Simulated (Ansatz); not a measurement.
C$_{2}$H$_{10}$B$_{2}$Si (SMILES B[C@H]([SiH3])BC)

Input

```
crystal:
  periodic: [false, false, false]
  atoms:
    - symbol: C
      position_ang: [-0.047204, 0.378574, -0.153342]
    - symbol: C
      position_ang: [1.633408, 1.911873, 1.381734]
    - symbol: B
      position_ang: [0.058350, -1.128329, -0.450967]
    - symbol: B
      position_ang: [1.347025, 0.998782, 0.145505]
    - symbol: Si
      position_ang: [-0.450514, 1.147584, -1.851114]
    - symbol: H
      position_ang: [-0.709811, -1.914019, 0.056807]
    - symbol: H
      position_ang: [0.909106, -1.549378, -1.203007]
    - symbol: H
      position_ang: [-0.847198, 0.668147, 0.546482]
    - symbol: H
      position_ang: [-1.821494, 0.732140, -2.276494]
    - symbol: H
      position_ang: [0.537257, 0.729019, -2.884758]
    - symbol: H
      position_ang: [-0.440961, 2.638749, -1.737462]
    - symbol: H
      position_ang: [2.260506, 0.747326, -0.616147]
    - symbol: H
      position_ang: [0.746519, 2.226119, 1.950796]
    - symbol: H
      position_ang: [2.288804, 1.336742, 2.063685]
    - symbol: H
      position_ang: [2.225573, 2.798140, 1.100167]
basis:
  gaussian:
    orbitals: def2-SVPD
hamiltonian:
  xc: pbe0
output:
  forces: true
  orbitals: {seedname: orbitals}
```

Command:

```sh
ansatz run input.yaml --threads 2 --pin off --max-ram 4350MiB --events-out events.jsonl --progress --plain --runs-dir runs
```

Geometry: PBE0-D3(BJ)/def2-SVP.

Method: isolated molecule in a Gaussian basis; Kohn-Sham density functional theory, functional PBE0 (Ansatz).

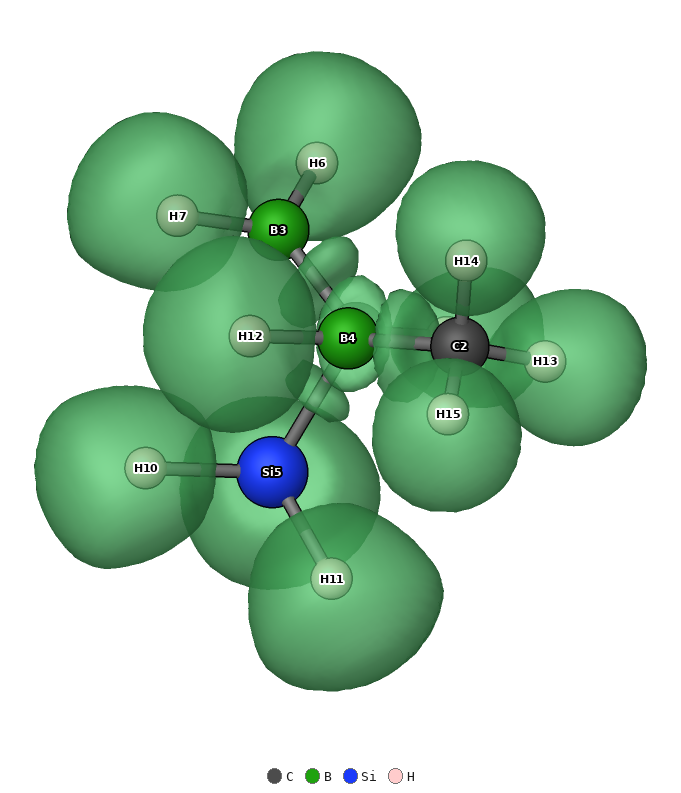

Figure 1. Isosurface of the electron localisation function at 0.85 (green), seen at an oblique angle. Only the valence region is drawn (cores and ρ < 0.01 e/Å³ removed).

Identify the bonds, lone pairs and shells in this picture.

Answer. The surface consists of three regions between bonded B–C atoms (shared pairs), one region between bonded C–Si atoms (shared pairs) and ten regions around hydrogen nuclei. Profiles from the grid: C–B (1.54 Å): the ELF peaks at about 0.95 between the atoms; localised, covalent bonding. C–Si (1.91 Å): the ELF peaks at about 0.95 between the atoms, as expected for a shared electron pair.

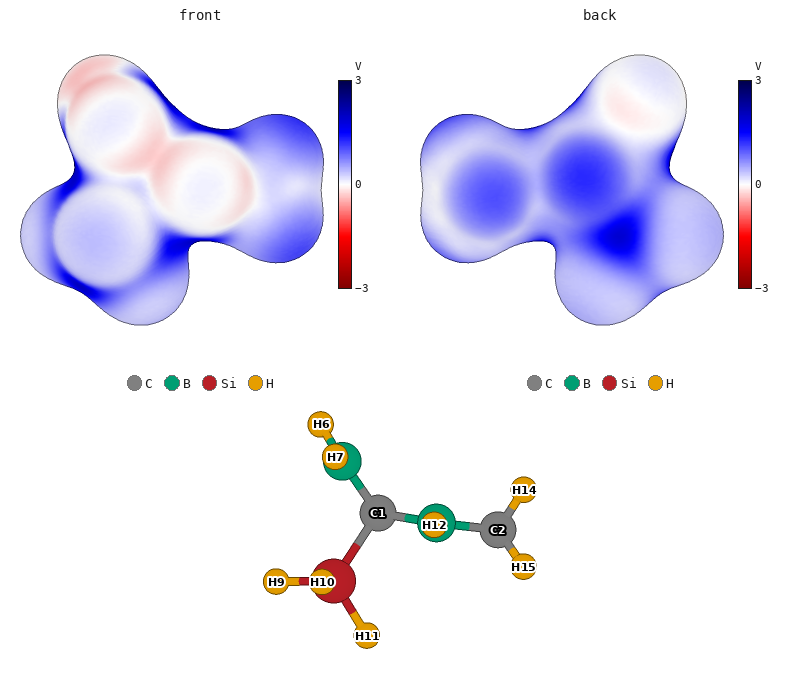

Figure 2. The electrostatic potential painted on the density surface at 0.004 e/bohr³, seen from the front and from behind; the colour scale runs from red (negative) to blue (positive). The bare structure is drawn below in the same view.

Which sites attract a positive test charge, and which a negative one?

Answer. A positive charge is drawn to the negative regions and a negative charge to the positive ones. The most negative region (about −0.3 V) lies over H6, the most positive (about +2.1 V) over B3.

What dipole moment does the calculation give?

Answer. Its dipole moment is 1.02 D.

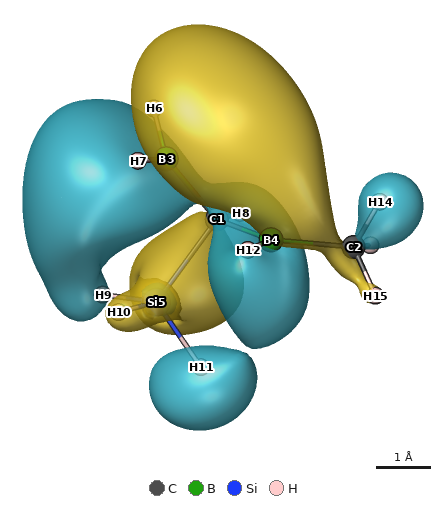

Figure 3. The LUMO at ±0.05 Å⁻³ᐟ² (yellow and cyan are the two phases), seen at a tilt.

Where does this orbital lie, and at what energy?

Answer. By Hirshfeld shares it lies mainly on B3 (about 45 %), Si5 (about 15 %), B4 (about 10 %) and C1 (about 10 %). Its energy is −1.45 eV.
